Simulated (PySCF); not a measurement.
**C₆H₈O₂Si: spin–spin coupling calculation**

- system: C₆H₈O₂Si
- method: PBE0/cc-pVDZ indirect spin-spin coupling, non-relativistic, gas phase (PySCF 2.14.0)

The geometry comes from this level: GFN2-xTB. It belongs to a series of runs on one base structure; here: PBE0/cc-pVDZ; guess huckel. Figures and captions count atoms from 1; the log counts them from 0 in places.

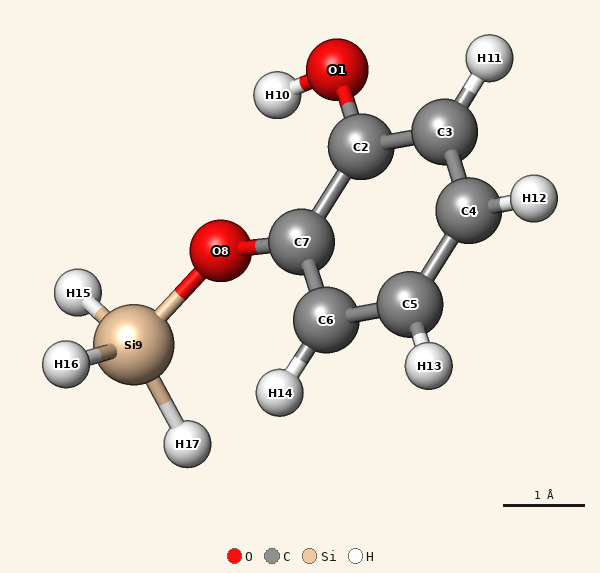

**Figure 1.** The structure as given in the input (ball-and-stick view, seen at a tilt; atoms are numbered from 1 in the order of the input). Bond lengths as drawn: C–C 1.38 to 1.40 Å, C–H 1.08 Å, C–O 1.36 Å, H–O 0.97 Å, H–Si 1.45 to 1.46 Å and O–Si 1.63 Å.

## Key numbers

| quantity | value |
| --- | --- |
| outcome | converged |
| total energy | −672.872472 hartree |
| HOMO | −6.09 eV |
| LUMO | 0.13 eV |
| dipole moment | 1.96 D |
| hardware | 1 CPU thread, shared host |
| wall time | 38 s |
| peak memory | 0.89 GiB |

## Notes

Settings chosen away from the usual ones: PBE0/cc-pVDZ; guess huckel.

## Input
```
{"job": {"kind": "j", "xc": "PBE0", "basis": "cc-pVDZ", "scf": {"guess": "huckel"}}, "charge": 0, "multiplicity": 1}
O     -0.095184     2.536017     0.068548
C     -0.609259     1.288181    -0.078273
C     -1.956756     1.115343    -0.354304
C     -2.476762    -0.158673    -0.501969
C     -1.656783    -1.265409    -0.376333
C     -0.308720    -1.103314    -0.101527
C      0.221163     0.164693     0.048432
O      1.532315     0.410635     0.319299
Si     2.817255    -0.563258     0.544586
H      0.850547     2.443790     0.256077
H     -2.578118     1.991277    -0.448839
H     -3.527089    -0.284290    -0.716018
H     -2.061173    -2.259437    -0.490906
H      0.344035    -1.956988    -0.000919
H      3.816591     0.467756     0.779581
H      3.075687    -1.368217    -0.649550
H      2.605253    -1.446078     1.692207
```

The first line tells a small driver script what to run in PySCF; the rest is the geometry in Å.

Launched with:
```bash
OMP_NUM_THREADS=1 python <driver script> task.json out
```

## What the program printed
```
final grid: 144568 points
cycle   1  E = -667.4194505589  dE =  2.192e+00  |g| = 4.845e+00  |ddm| = 1.208e+01
cycle   2  E = -618.8749674023  dE =  4.854e+01  |g| = 1.013e+01  |ddm| = 4.887e+01
cycle   3  E = -661.4187559891  dE = -4.254e+01  |g| = 3.508e+00  |ddm| = 4.969e+01
cycle   4  E = -631.1514822283  dE =  3.027e+01  |g| = 7.835e+00  |ddm| = 2.985e+01
cycle   5  E = -672.6081539940  dE = -4.146e+01  |g| = 8.647e-01  |ddm| = 2.581e+01
cycle   6  E = -672.7527112090  dE = -1.446e-01  |g| = 6.272e-01  |ddm| = 1.978e+00
cycle   7  E = -672.8427845495  dE = -9.007e-02  |g| = 2.908e-01  |ddm| = 1.192e+00
cycle   8  E = -672.8690797873  dE = -2.630e-02  |g| = 1.102e-01  |ddm| = 6.362e-01
cycle   9  E = -672.8718292684  dE = -2.749e-03  |g| = 4.793e-02  |ddm| = 2.104e-01
cycle  10  E = -672.8723797449  dE = -5.505e-04  |g| = 1.942e-02  |ddm| = 9.005e-02
cycle  11  E = -672.8724640963  dE = -8.435e-05  |g| = 4.969e-03  |ddm| = 3.758e-02
cycle  12  E = -672.8724701771  dE = -6.081e-06  |g| = 2.781e-03  |ddm| = 1.431e-02
cycle  13  E = -672.8724719317  dE = -1.755e-06  |g| = 3.499e-04  |ddm| = 4.447e-03
cycle  14  E = -672.8724719510  dE = -1.931e-08  |g| = 2.306e-04  |ddm| = 9.012e-04
cycle  15  E = -672.8724719647  dE = -1.371e-08  |g| = 4.552e-05  |ddm| = 3.936e-04
cycle  16  E = -672.8724719652  dE = -5.039e-10  |g| = 1.752e-05  |ddm| = 9.952e-05
converged SCF energy = -672.8724719652

Indirect spin-spin couplings (Hz)
  i      j    bonds     total        FC       PSO       DSO        SD
  0 O    9 H    1    -81.553   -71.946    -9.107    -0.500         -
  0 O   10 H    3     -0.770    -0.950     0.228    -0.048         -
  0 O   11 H    4     -0.841    -0.907    -0.113     0.179         -
  0 O   12 H    5      0.394     0.311    -0.111     0.194         -
  0 O   13 H    4     -0.199    -0.248    -0.156     0.206         -
  1 C    8 Si   3     -2.426    -2.119    -0.217     0.050    -0.140
  1 C    9 H    2     -0.674     0.065    -0.454    -0.285         -
  1 C   10 H    2     -4.557    -3.386    -1.059    -0.112         -
  1 C   11 H    3      7.408     7.632     0.172    -0.396         -
  1 C   12 H    4     -2.339    -2.205     0.210    -0.345         -
  1 C   13 H    3      4.164     4.324     0.219    -0.379         -
  1 C   14 H    4     -0.333    -0.216     0.067    -0.184         -
  2 C    8 Si   4     -0.232    -0.233    -0.044     0.048    -0.003
  2 C    9 H    3      5.943     6.353     0.269    -0.680         -
  2 C   10 H    1    153.149   151.980     0.136     1.034         -
  2 C   11 H    2     -1.013     0.194    -0.915    -0.291         -
  2 C   12 H    3      6.510     6.812     0.179    -0.481         -
  2 C   13 H    4     -1.941    -1.768     0.226    -0.399         -
  3 C    9 H    4      1.046     1.230     0.247    -0.431         -
  3 C   10 H    2     -2.316    -1.110    -0.888    -0.318         -
  3 C   11 H    1    150.052   149.022     0.091     0.939         -
  3 C   12 H    2     -1.758    -0.497    -0.933    -0.328         -
  3 C   13 H    3      6.272     6.567     0.168    -0.463         -
  4 C    9 H    5     -0.528    -0.321     0.121    -0.328         -
  4 C   10 H    3      6.837     7.134     0.189    -0.486         -
  4 C   11 H    2     -1.383    -0.135    -0.922    -0.325         -
  4 C   12 H    1    150.608   149.472     0.185     0.951         -
  4 C   13 H    2     -2.975    -1.794    -0.915    -0.265         -
  4 C   14 H    5     -0.181    -0.028     0.114    -0.268         -
  5 C    8 Si   3     -2.345    -2.273    -0.032    -0.010    -0.030
  5 C    9 H    4      0.461     0.528     0.219    -0.285         -
  5 C   10 H    4     -2.017    -1.840     0.231    -0.408         -
  5 C   11 H    3      6.728     7.016     0.182    -0.471         -
  5 C   12 H    2     -1.126     0.035    -0.893    -0.267         -
  5 C   13 H    1    148.405   147.039     0.230     1.136         -
  5 C   14 H    4     -0.476    -0.224     0.087    -0.339         -
  5 C   15 H    4      0.283     0.256    -0.110     0.138         -
  5 C   16 H    4      0.283     0.255    -0.110     0.137         -
  6 C    8 Si   2      1.429     1.187     0.268     0.037    -0.063
  6 C    9 H    3      1.740     1.971    -0.594     0.363         -
  6 C   10 H    3      5.118     5.276     0.229    -0.387         -
  6 C   11 H    4     -2.407    -2.299     0.226    -0.334         -
  6 C   12 H    3      7.326     7.526     0.177    -0.377         -
  6 C   13 H    2     -4.037    -2.914    -1.079    -0.043         -
  6 C   14 H    3      4.686     5.003     0.090    -0.408         -
  6 C   15 H    3     -0.402    -0.280    -0.073    -0.049         -
  6 C   16 H    3     -0.399    -0.278    -0.073    -0.048         -
  7 O    8 Si   1     -6.715    -2.848    -4.191     0.064     0.259
  7 O    9 H    4      1.139     1.255     0.414    -0.530         -
  7 O   10 H    4     -1.692    -1.730    -0.126     0.164         -
  7 O   11 H    5      0.214     0.129    -0.081     0.166         -
  7 O   12 H    4     -0.246    -0.288    -0.117     0.158         -
  7 O   13 H    3     -1.300    -1.481     0.243    -0.062         -
  7 O   14 H    2    -13.592   -13.548    -0.035    -0.008         -
  7 O   15 H    2     -2.475    -2.584    -0.034     0.143         -
  7 O   16 H    2     -2.475    -2.584    -0.033     0.143         -
  8 Si  10 H    5     -0.522    -0.564    -0.149     0.207    -0.017
  8 Si  14 H    1   -205.804  -206.287     1.214    -0.279    -0.452
  8 Si  15 H    1   -190.373  -190.824     1.130    -0.278    -0.401
  8 Si  16 H    1   -190.299  -190.750     1.129    -0.278    -0.400
  9 H   10 H    4     -0.840    -0.038     1.777    -2.579         -
  9 H   11 H    5     -0.174     0.379     1.144    -1.696         -
  9 H   12 H    6     -0.352     0.134     0.918    -1.405         -
  9 H   13 H    5     -0.405    -0.057     0.800    -1.148         -
  9 H   14 H    6      0.428     0.002    -0.773     1.199         -
  9 H   15 H    6     -0.394    -0.008     0.099    -0.485         -
  9 H   16 H    6     -0.391    -0.008     0.097    -0.479         -
 10 H   11 H    3      5.490     5.654     0.195    -0.359         -
 10 H   12 H    4      0.226     0.849     1.200    -1.824         -
 10 H   13 H    5     -0.217     0.402     1.177    -1.796         -
 10 H   14 H    6     -0.339    -0.013     0.486    -0.812         -
 10 H   15 H    6     -0.333    -0.002     0.521    -0.852         -
 10 H   16 H    6     -0.333    -0.002     0.521    -0.852         -
 11 H   12 H    3      5.039     5.233     0.210    -0.404         -
 11 H   14 H    7     -0.370     0.025     0.498    -0.892         -
 11 H   15 H    7     -0.301    -0.059     0.448    -0.690         -
 11 H   16 H    7     -0.301    -0.059     0.447    -0.689         -
 12 H   13 H    3      5.486     5.561     0.115    -0.190         -
 12 H   14 H    6     -0.382     0.130     0.485    -0.996         -
 13 H   14 H    5     -1.231    -0.094     0.311    -1.448         -
 13 H   15 H    5      0.661    -0.003    -0.843     1.507         -
 13 H   16 H    5      0.659    -0.002    -0.840     1.501         -
 14 H   15 H    2      5.084     6.974     0.460    -2.350         -
 14 H   16 H    2      5.071     6.961     0.460    -2.349         -
 15 H   16 H    2      8.280     9.841     0.407    -1.968         -
```
